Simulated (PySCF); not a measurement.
**C₂H₁₀NPSi₂ (SMILES C/C=P/N([SiH3])[SiH3]): density, localisation and related maps**

```xyz
16

C     3.0669    0.2591    0.2391
C     1.5769    0.2775    0.3394
P     0.6133   -0.8626   -0.4191
N    -0.9953   -0.3729   -0.0808
Si   -2.1383   -1.6585    0.2467
Si   -1.4893    1.2943    0.0694
H     3.4055   -0.5818   -0.3612
H     3.5171    0.1839    1.2305
H     3.4347    1.1808   -0.2155
H     1.1459    1.0823    0.9224
H    -3.3496   -1.3817   -0.5221
H    -2.4285   -1.6575    1.6828
H    -1.4906   -2.8996   -0.1651
H    -2.8694    1.3528   -0.4026
H    -0.5931    2.0752   -0.7790
H    -1.4140    1.7177    1.4713
```

Geometry: GFN2-xTB.

These are results of CAM-B3LYP/def2-SVPD, SCF density, gas phase in PySCF, not measurements.

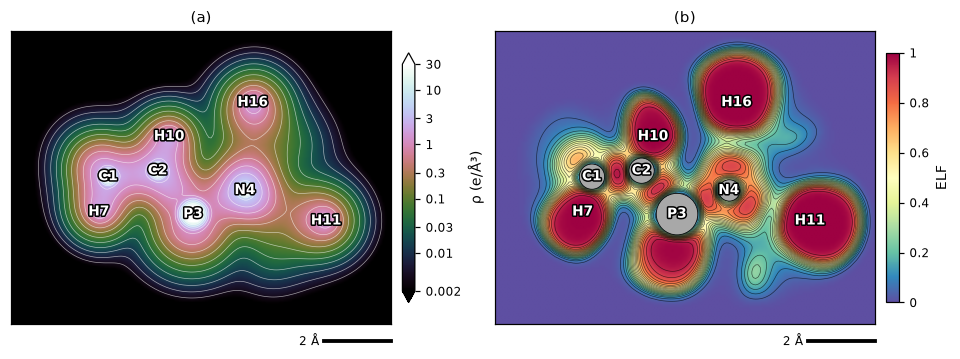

Figure 1. (a) total electron density; (b) ELF on the plane of atoms P3, C2 and H10. Grey discs cover the atomic cores in the ELF map.

> What do the fields say about this system?

- Atoms in the plane: C, P, N and H.
- C–C (1.49 Å): ρ is about 1.7 e/Å³ halfway; the ELF peaks at about 0.95 between the atoms, as expected for a covalent bond.
- C–P (1.67 Å): ρ at the midpoint is about 1.4 e/Å³; the ELF peaks at about 0.95 between the atoms (localised, covalent bonding).
- P–N (1.72 Å): ρ is about 1.2 e/Å³ halfway; the ELF peaks at about 0.90 between the atoms; a polar covalent bond.
- C–H (1.08 Å): ρ at the midpoint is about 2 e/Å³; the ELF climbs to about 1 towards the hydrogen, as it does in any bond to H; a covalent bond by its length.
- The ELF also peaks beside P3, away from the bonds: lone-pair regions.

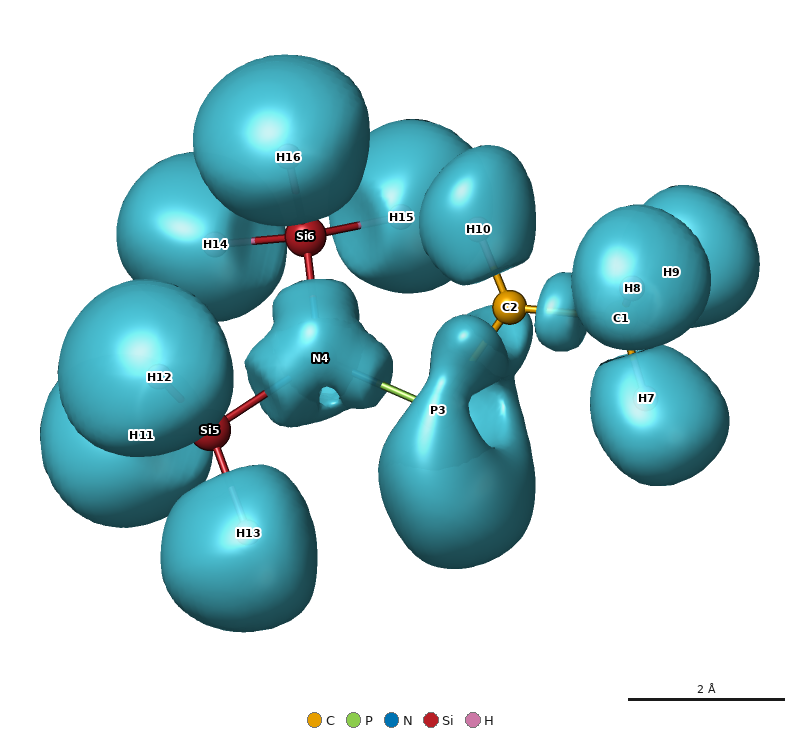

Figure 2. Isosurface of the ELF at 0.75 (cyan), seen at a tilt. Only the valence region is drawn (cores and ρ < 0.01 e/Å³ removed).

> Where are the electrons localised?

At this value the surface marks out one region between bonded C–C atoms (shared pairs), ten regions around hydrogen nuclei, one region on N in which the atom's valence shell and bonds are merged and one region on P in which the atom's valence shell and bonds are merged.

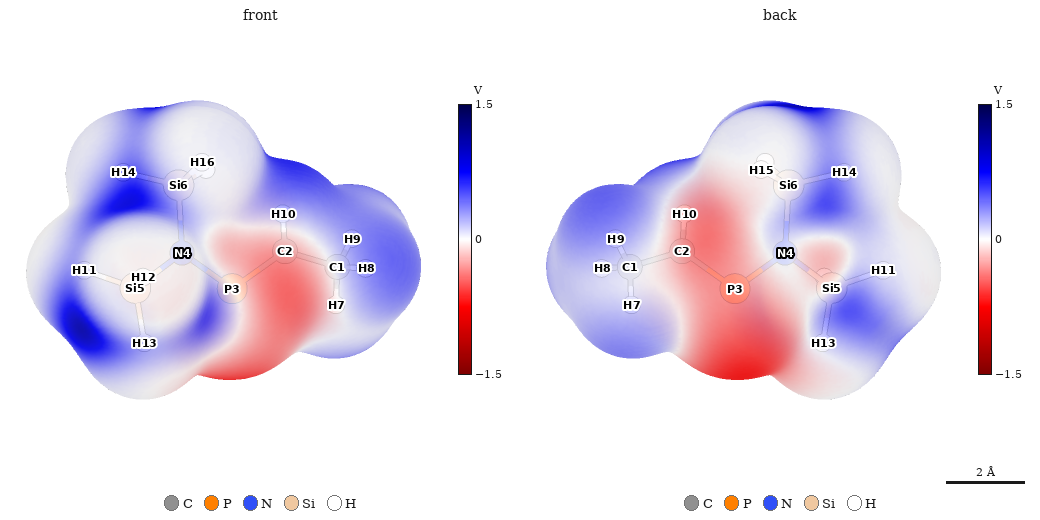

Figure 3. The electrostatic potential painted on the density surface at 0.001 e/bohr³, seen from the front and from behind; the colour scale runs from red (negative) to blue (positive).

> Which sites attract a positive test charge, and which a negative one?

A positive charge is drawn to the negative regions and a negative charge to the positive ones. The most negative region (about −0.7 V) lies over P3, the most positive (about +1.0 V) over Si5 and Si6.

> What dipole moment does the calculation give?

Its dipole moment is 0.86 D.
